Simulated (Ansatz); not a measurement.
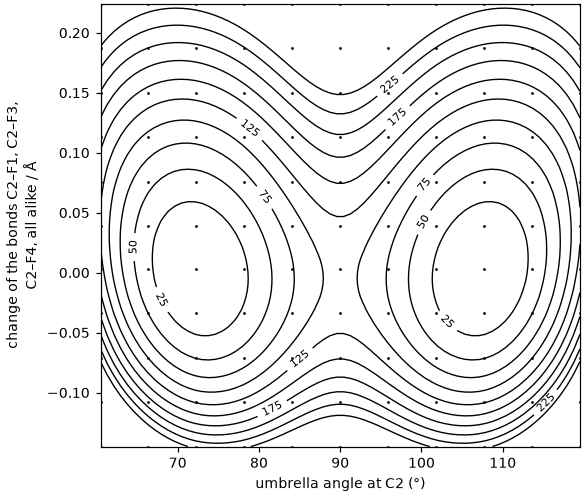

Energy landscape of CF3, SMILES F[C](F)F, spin multiplicity 2. 
- First axis: umbrella angle at C2 (between each of its bonds and their common axis; 90 is planar). Second axis: change of the bonds C2–F1, C2–F3, C2–F4, all alike.
- Nothing is relaxed (all other coordinates rigid).
- Grid: 11 × 11 points; 66 points were computed and 55 follow by symmetry.
- Points are written as (first, second).
- All energies are given in kJ/mol relative to the relaxed molecule at the same level.
- All numbers below come from Ansatz, UKS wB97X-V/def2-SVP.

Drawn: contour lines labelled in kJ/mol (none above 250), dots at the grid points. Between grid points the surface is interpolated. 

Question: Where are the wells?

Answer: The lowest grid point is at (72.3°, 0.003 Å), 0.08 kJ/mol from the relaxed molecule at the same level; the map holds 2 wells of about this depth. It is the only kind of minimum in the scanned range. The highest grid point, (60.5°, −0.145 Å), lies 522 kJ/mol above the lowest. On the interpolated surface the easiest way out of the lowest well to a well of about the same depth near (107.7°, 0.003 Å) passes a barrier of about 105 kJ/mol. Round the minimum the valley is somewhat tilted: raising the first coordinate shifts the best value of the second coordinate downwards (coupling k₁₂/√(k₁₁k₂₂) about 0.2).

Grid values (kJ/mol):

| second ↓, first → | 60.5 | 66.4 | 72.3 | 78.2 | 84.1 | 90.0 | 95.9 | 101.8 | 107.7 | 113.6 | 119.5 |
| --- | --- | --- | --- | --- | --- | --- | --- | --- | --- | --- | --- |
| 0.224 | 303 | 262 | 259 | 288 | 343 | 383 | 343 | 288 | 259 | 262 | 303 |
| 0.187 | 247 | 199 | 194 | 223 | 278 | 315 | 278 | 223 | 194 | 199 | 247 |
| 0.150 | 199 | 143 | 134 | 163 | 217 | 252 | 217 | 163 | 134 | 143 | 199 |
| 0.113 | 159 | 94 | 82 | 110 | 163 | 197 | 163 | 110 | 82 | 94 | 159 |
| 0.076 | 133 | 57 | 40 | 67 | 119 | 152 | 119 | 67 | 40 | 57 | 133 |
| 0.039 | 123 | 34 | 11 | 36 | 88 | 120 | 88 | 36 | 11 | 34 | 123 |
| 0.003 | 134 | 30 | 0 | 22 | 73 | 105 | 73 | 22 | 0 | 30 | 134 |
| −0.034 | 171 | 50 | 10 | 29 | 80 | 113 | 80 | 29 | 10 | 50 | 171 |
| −0.071 | 242 | 99 | 49 | 63 | 115 | 149 | 115 | 63 | 49 | 99 | 242 |
| −0.108 | 356 | 187 | 123 | 132 | 184 | 221 | 184 | 132 | 123 | 187 | 356 |
| −0.145 | 522 | 322 | 243 | 245 | 298 | 338 | 298 | 245 | 243 | 322 | 522 |

Each point was launched as `ansatz run input.yaml --threads 1 --pin off --max-ram 2560MiB --backend cpu --events-out ev --progress --plain --runs-dir out`. The whole map (66 points run) took 9.5 min on 1 thread of Arm Neoverse V1 (shared host).
